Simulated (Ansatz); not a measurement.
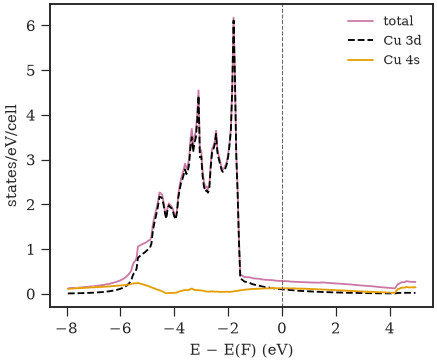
Figure: Total and projected density of states of Cu (fcc (Cu type), Fm-3m), r²SCAN+D4 (plane waves, PAW; program Ansatz)

Which orbitals carry the states next to the Fermi level?

Within 0.5 eV of the Fermi level: Cu 4s 42 %, Cu 3d 35 %, outside the projected shells 23 %. Projections are on Löwdin-orthogonalised atomic valence shells; empty p or d shells of many metals are not among them.

Where is the tallest occupied peak in this window, and what makes it?

Near -1.8 eV, about 6.2 states/eV per cell; the largest projected share is Cu 3d.

The cell was relaxed with r²SCAN+D4 under the symmetry of its start. The run is not spin-polarised. The pairwise dispersion correction was not fitted to metals.

Potentials: the later of the program's two PAW sets.
